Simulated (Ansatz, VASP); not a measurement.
# CdS (Greenockite): VASP beside Ansatz

Aim: how closely do two programs agree when they are given the same cell, functional and k mesh? The cell is taken from a series of VASP runs on this material, whose earlier steps may have relaxed, scaled or displaced it; both programs get it as it stands. Valence electrons are named where the data sets of a main pair hold unlike numbers.

Method: plane waves, with VASP 6.6.1 beside it; band structure at HSE06 and band structure at r2SCAN-EpsX with an exact-exchange share of 0.139, in Ansatz 0.2.0.

## (1) Starting point

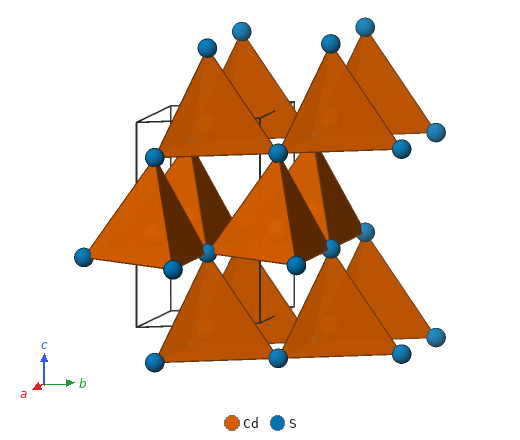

The cell as given, slightly off an axis (cadmium orange, sulfur blue). 2×2×1 cells are drawn. Some periodic images of atoms are drawn too.

## (2) Ansatz: band structure, HSE06

Ansatz runs on its default PAW (the set named soft_2) files.

The same path points are solved in both programs, so levels can be compared one by one.

Input file input.yaml:

```yaml
crystal:
  lattice:
    - [4.15, 0.0, 0.0]
    - [-2.075, 3.5940054257, 0.0]
    - [0.0, 0.0, 6.737]
  atoms:
    - { symbol: Cd, position: [0.6666666667, 0.3333333333, 0.5] }
    - { symbol: Cd, position: [0.3333333333, 0.6666666667, 0.0] }
    - { symbol: S, position: [0.6666666667, 0.3333333333, 0.875] }
    - { symbol: S, position: [0.3333333333, 0.6666666667, 0.375] }
hamiltonian:
  xc: { exchange: pbe, correlation: pbe, exx: { coeff: 0.25, omega: 0.2 } }
  pseudopotentials: { kind: paw }
kpoints:
  mp_grid: { grid: [4, 4, 2] }
  band_path:
    path:
      - [0.0, 0.0, 0.0]
      - [0.44444, 0.0, 0.0]
      - [0.38889, 0.22222, 0.0]
      - [0.18519, 0.18519, 0.0]
      - [0.0, 0.0, 0.11111]
      - [0.0, 0.0, 0.5]
      - [0.44444, 0.0, 0.5]
      - [0.38889, 0.22222, 0.5]
      - [0.18519, 0.18519, 0.5]
      - [0.5, 0.0, 0.38889]
      - [0.33333, 0.33333, 0.0]
      - [0.33333, 0.33333, 0.5]
    npoints: 1
scf:
  occupations: { method: gaussian, width: 0.03 }
  n_extra_bands: 8
output:
  forces: true
  stress: true
  eigenvalues: true
  write_density: true
  write_potential: true
  elf: true
  volumetric_format: npy
```

Launch:

```console
> ansatz run input.yaml --threads 4 --pin off --max-ram 9216MiB --backend cpu --events-out ev --progress --plain --runs-dir out
```

Numbers of over 12 decimals in the logs are rounded to 6 here.

The log of the run:

```text
Warning: output.stress: scf.convergence.dr2_threshold = 1e-7 eV (the SCF's general default) is looser than the 4e-10 eV advised for a printed stress (1e-10 eV for each atom of the cell: 4). What an SCF threshold leaves in a stress goes as its square root, and in the free energy as the threshold itself, and one threshold admits the most on a small cell: [figures from the program's tests cut] Set scf.convergence.dr2_threshold to 4e-10 eV or tighter. The threshold is an SCF's pass mark: one that does not reach it within its budget of iterations ends unconverged, or closes short of it on a stop that the run arms, and scf.convergence.dr2_threshold's page says what that costs each kind of run
Warning: output.stress: scf.exx.energy_threshold = 1e-6 eV is looser than the 4e-8 eV advised for a stress under a hybrid functional (1e-8 eV for each atom of the cell: 4). Every SCF of the exchange loop can meet its threshold on dr2 while the loop round them stops early: no threshold on dr2 bounds what that leaves in the stress. Set scf.exx.energy_threshold to 4e-8 eV or tighter. The threshold is the loop's pass mark: a loop that does not reach it within its budget of cycles ends unconverged, and scf.exx.energy_threshold's page has the law
scf.n_extra_bands = 8 over 26 filled bands (N_el = 52.0): the run solves 34 bands
Engine: ansatz 0.2.0, x86_64-unknown-linux-gnu
Pseudopotentials: kind: paw
Pseudopotential: Cd, paw, valence charge 20, recommended cutoff 420 eV (normal), Cd.paw.azcp
Pseudopotential: S, paw, valence charge 6, recommended cutoff 420 eV (normal), S.paw.azcp
Functional definition: unnamed
  parameter a_1 = 0.25
  parameter omega_1 = 0.2/angstrom
  exchange = pbe_x + (-a_1)*pbe_x_sr(omega_1) + a_1*exact_x_sr(omega_1)
  correlation = pbe_c
Crystal: 4 atoms, lattice volume = 100.483 Å³
Basis set: ecut = 420 eV, 1973 PW (Γ), exchange–correlation on 60×60×96 points (8 copies of the dense FFT grid, shifted against one another)
Bands: 34, of which v1, the nominal top of the filled ones, is band 26 counted from 1 (25 counted from 0)
Symmetry: 12 space group operations
Space group: P63mc (ITA 186), of the structure as read, at distance tolerance 4.6e-5 Å
k-points: 8 of 32
Non-local potential: Cd, projectors of the file, l = 0: 3, l = 1: 2, l = 2: 2, l = 3: 1
Non-local potential: S, projectors of the file, l = 0: 2, l = 1: 2, l = 2: 2
PAW form: soft (Blöchl's): semilocal exchange-correlation on the pseudo side does not see the compensation charge
PAW frozen core: Cd, regenerated for the run's functional, and the local potential with it (the file was generated under x = pbe(κ = 0.804, μ = 0.219515), c = pbe(β = 0.066725))
PAW frozen core: S, regenerated for the run's functional, and the local potential with it (the file was generated under x = pbe(κ = 0.804, μ = 0.219515), c = pbe(β = 0.066725))
PAW one-centre angular grid: Cd, 590 points (default); XC on 64 Gauss nodes
PAW one-centre angular grid: S, 110 points (default); XC on 64 Gauss nodes
Initial density: superposition of atomic densities (neutral atoms: chi_scale 0, normalization atom), corrected by the library's trained network
Initial wavefunctions: pseudopotential atomic-orbital guess
Functional: x = pbe(κ = 0.804, μ = 0.219515), c = pbe(β = 0.066725), warm-up for x = pbe(κ = 0.804, μ = 0.219515) + 0.25 (exact − pbe) at short range (hse, ω = 0.2 Å⁻¹), c = pbe(β = 0.066725)
SCF iter   1: F=—  HF=-18315.599021 eV  |F-HF|=—  |Δ(HF+E_count)|=         —  Δρ=7.90e-4  dr2=4.32e-4  ethr=1.77e-3  ⟨swp⟩=10.8  Hψ=1318  notcnv=0
preconditioner: auto → none  [insulator: Δε(μ)=1.183 eV  Ē_g=12.305 eV  σ=0.030 eV  W_gap=1.00  n_scr=22 (ndim 8)  ℏωp=22.2 eV  f_vac=0.131  D(μ)=0.00/eV (n_scr^D=0)]
iter 2 solved again at ethr=4.64e-8 eV; its pass at ethr=8.31e-7 eV (dr2=2.41e-5 eV) is discarded
SCF iter   2: F=-18315.599375 eV  HF=-18315.599286 eV  |F-HF|=8.93e-5  |Δ(HF+E_count)|=   2.65e-4  Δρ=2.12e-4  dr2=2.41e-5  ethr=4.64e-8  ⟨swp⟩=2.1  Hψ=1304  notcnv=0  defer=1
SCF 1 stopped early in 2 iterations: F = -18315.599375 eV  dr2 = 2.41e-5
  greatest PAW one-centre occupation: 1.000 electrons in one spin orbital (limit 2), on the Cd atom at site 1 (counted from 0), in its partial waves of l = 0
Initial density: handed on by an earlier stage of this run
Initial wavefunctions: those handed on with the density
Functional: x = pbe(κ = 0.804, μ = 0.219515) + 0.25 (exact − pbe) at short range (hse, ω = 0.2 Å⁻¹), c = pbe(β = 0.066725)
Exchange kernel: α = 0.2500, screened, ω = 0.2000 Å⁻¹, Wigner–Seitz truncation, v(0) = 1102.1644 eV·Å³, q-mesh 4×4×2, nearest image of the exchange supercell L = 13.47 Å, pair-density grid 20×20×30, without the augmentation charges, whose exchange is taken in its separable form by FFT convolution over the k-point mesh (sized by the pseudopotential files, 25×25×48 at the most), smooth part of the exact exchange by density-matrix convolution
Frozen-core exchange: fock
SCF iter   1: F=—  HF=-18324.374321 eV  |F-HF|=—  |Δ(HF+E_count)|=         —  Δρ=6.71e-3  dr2=3.56e-2  ethr=4.64e-7  ⟨swp⟩=7.1  Hψ=1356  notcnv=0
preconditioner: auto → none  [insulator: Δε(μ)=2.203 eV  Ē_g=14.372 eV  σ=0.030 eV  W_gap=1.00  n_scr=22 (ndim 8)  ℏωp=22.2 eV  f_vac=0.130  D(μ)=0.00/eV (n_scr^D=0)]
SCF iter   2: F=—  HF=-18324.365090 eV  |F-HF|=—  |Δ(HF+E_count)|=   9.23e-3  Δρ=2.43e-3  dr2=4.14e-3  ethr=4.64e-7  ⟨swp⟩=5.0  Hψ=911  notcnv=0
SCF iter   3: F=—  HF=-18324.378466 eV  |F-HF|=—  |Δ(HF+E_count)|=   1.34e-2  Δρ=1.65e-3  dr2=1.80e-3  ethr=4.64e-7  ⟨swp⟩=4.4  Hψ=914  notcnv=0
SCF iter   4: F=—  HF=-18324.378105 eV  |F-HF|=—  |Δ(HF+E_count)|=   3.60e-4  Δρ=4.58e-4  dr2=1.43e-4  ethr=4.64e-7  ⟨swp⟩=3.0  Hψ=627  notcnv=0
SCF iter   5: F=—  HF=-18324.378311 eV  |F-HF|=—  |Δ(HF+E_count)|=   2.06e-4  Δρ=1.97e-4  dr2=3.17e-5  ethr=2.30e-7  ⟨swp⟩=3.1  Hψ=540  notcnv=0
SCF iter   6: F=-18324.378304 eV  HF=-18324.378304 eV  |F-HF|=1.25e-7  |Δ(HF+E_count)|=   7.00e-6  Δρ=2.35e-5  dr2=2.33e-6  ethr=5.71e-8  ⟨swp⟩=3.0  Hψ=593  notcnv=0
SCF 2 stopped early in 6 iterations: F = -18324.378304 eV  dr2 = 2.33e-6
  Residual-converged pass: ⟨swp⟩=3.9  Hψ=704  notcnv=0  max |occ|·‖R‖ = 6.6e-6 eV (tolerance 6.7e-6 eV)  dr2=2.34e-6  dr2_onsite=1.02e-8  max |Δocc| = 0.0e0
  greatest PAW one-centre occupation: 1.001 electrons in one spin orbital (limit 2), on the Cd atom at site 0 (counted from 0), in its partial waves of l = 1
hybrid outer 1: dexx = +1.574e-2 eV, tail = 4.77e-5 eV
Exchange kernel: α = 0.2500, screened, ω = 0.2000 Å⁻¹, Wigner–Seitz truncation, v(0) = 1102.1644 eV·Å³, q-mesh 4×4×2, nearest image of the exchange supercell L = 13.47 Å, pair-density grid 20×20×30, without the augmentation charges, whose exchange is taken in its separable form by FFT convolution over the k-point mesh (sized by the pseudopotential files, 25×25×48 at the most), smooth part of the exact exchange by density-matrix convolution
Frozen-core exchange: fock
SCF iter   1: F=—  HF=-18324.378393 eV  |F-HF|=—  |Δ(HF+E_count)|=         —  Δρ=4.94e-5  dr2=6.60e-7  ethr=4.59e-7  ⟨swp⟩=5.0  Hψ=658  notcnv=0
preconditioner: auto → none  [insulator: Δε(μ)=2.248 eV  Ē_g=14.309 eV  σ=0.030 eV  W_gap=1.00  n_scr=22 (ndim 8)  ℏωp=22.2 eV  f_vac=0.135  D(μ)=0.00/eV (n_scr^D=0)]
SCF iter   2: F=—  HF=-18324.378392 eV  |F-HF|=—  |Δ(HF+E_count)|=   6.05e-8  Δρ=1.73e-5  dr2=1.71e-7  ethr=1.20e-9  ⟨swp⟩=3.0  Hψ=677  notcnv=0
SCF iter   3: F=—  HF=-18324.378392 eV  |F-HF|=—  |Δ(HF+E_count)|=   2.82e-8  Δρ=4.56e-6  dr2=4.35e-8  ethr=2.58e-10  ⟨swp⟩=3.0  Hψ=636  notcnv=0
SCF iter   4: F=—  HF=-18324.378393 eV  |F-HF|=—  |Δ(HF+E_count)|=   1.55e-7  Δρ=2.53e-6  dr2=9.60e-9  ethr=2.85e-11  ⟨swp⟩=4.2  Hψ=798  notcnv=0
SCF iter   5: F=-18324.378393 eV  HF=-18324.378393 eV  |F-HF|=7.93e-10  |Δ(HF+E_count)|=   2.62e-9  Δρ=1.05e-6  dr2=1.09e-9  ethr=1.52e-11  ⟨swp⟩=3.0  Hψ=544  notcnv=0
SCF 3 converged in 5 iterations: F = -18324.378393 eV  dr2 = 1.09e-9
  Residual-converged pass: ⟨swp⟩=3.0  Hψ=602  notcnv=0  max |occ|·‖R‖ = 5.5e-7 eV (tolerance 6.3e-7 eV)  dr2=1.11e-9  dr2_onsite=8.11e-11  max |Δocc| = 0.0e0
hybrid outer 2: dexx = +4.237e-7 eV, tail = 4.27e-8 eV, Δε = 2.79e-3 eV (about 9.80e-5 eV left of the loop's levels), ΔF = 4.58e-4 eV/Å (tail 2.29e-4)
NSCF: frozen V_eff on 12 k-points
hybrid SCF converged: 2 outer / 11 inner (+2 warm-up), last move |dexx| = 4.24e-7 eV, tail = 4.27e-8 eV
Stability not checked: this state was not tested for a lower state beside it, because the functional holds exact exchange (a hybrid, or Hartree-Fock), whose exchange loop this test does not read (fock_operator; see scf.lower_state_search)
Free energy (F): -18324.378393 eV
Frozen-core exchange: fock
Harris-Foulkes:  -18324.378393 eV  (|F-HF|=7.93e-10)
Internal energy: -18324.378393 eV  (E = F + TS)
E sigma→0 (E₀):  -18324.378393 eV
Fermi energy:    7.203654 eV
--- Per-component energies (eV) ---
  E_band       = -1148.486370
  E_kinetic    = 1225.200793
  E_local      = -8080.067900  (includes V_loc(G=0)·N_el)
  E_nonlocal   = 125.777437
  E_hartree    = 3714.641111
  E_xc         = -437.239857
  E_vxc        = -490.601381  (∫ρ·V_xc dr)
  E_exx        = -200.140001  (= α·E_x^exact, valence–valence)
  E_paw        = -9288.766793  (= ΣΔE_a)
  E_vpaw       = -957.802610  (= ΣTr[D̂ρ^β])
  E_aug_tail   = 0.000032  (compensation charges beyond the density's cutoff)
  E_ewald      = -5382.392226
  E_core_change = -1.390987  (= ΣΔE_core)
  E_smearing   = -0.000000  (= −TS)
  E_closure    = -0.000001  (closes the sum)
  Σ components = -18324.378393   (vs F -18324.378393, Δ=0.00e0)
--- Forces (eV/Å), atoms counted from 1 ---
  atom   1  Cd     0.00000000    -0.00000000    -0.06181202
  atom   2  Cd    -0.00000000     0.00000000    -0.06181202
  atom   3  S      0.00000000    -0.00000000     0.06181051
  atom   4  S     -0.00000000     0.00000000     0.06181051
  max |Σ_I F_I| component: 3.02e-6 eV/Å
--- Stress (GPa, compression-positive) ---
        0.830722       0.000000      -0.000000
        0.000000       0.830722       0.000000
       -0.000000       0.000000       1.207921
  P = ⅓ Tr σ = 0.9565 GPa (9.565 kbar)
--- Band table (eV; the first three rows and the last of 8) ---
  k-point 0: bands = [... 22 lower, 5.2653, 6.0394, 6.0795, 6.0795, 8.3275, 9.9846, 13.7294, 13.7294, ... 4 higher]
  k-point 1: bands = [... 22 lower, 5.6586, 5.6586, 5.6586, 5.6586, 10.0249, 10.0249, 13.4165, 13.4165, ... 4 higher]
  k-point 2: bands = [... 22 lower, 4.0918, 4.6383, 5.5604, 5.6885, 10.1333, 11.2336, 12.7086, 13.6309, ... 4 higher]
  k-point 7: bands = [... 22 lower, 3.9568, 3.9568, 4.8381, 4.8381, 11.4869, 11.4869, 13.0954, 13.0954, ... 4 higher]
```

It took 23 s on 4 threads of Intel Xeon Platinum 8559C (Emerald Rapids), shared host; peak memory 0.96 GiB; 77 s of CPU time.

(Continued in part 2 of 2.)

[Lines on the potential files, build, host, timing and source positions are cut from VASP's logs without a mark.]

[Logs are printed without paths, hosts, clocks, repeated set-up lines and the standing remarks that a program may print on its own settings, such as how far it seeks lower states.]

[Hosts, paths, dates, database ids (printed as entryN), source tags and the programs' standing remarks are cut or masked in the printed files.]
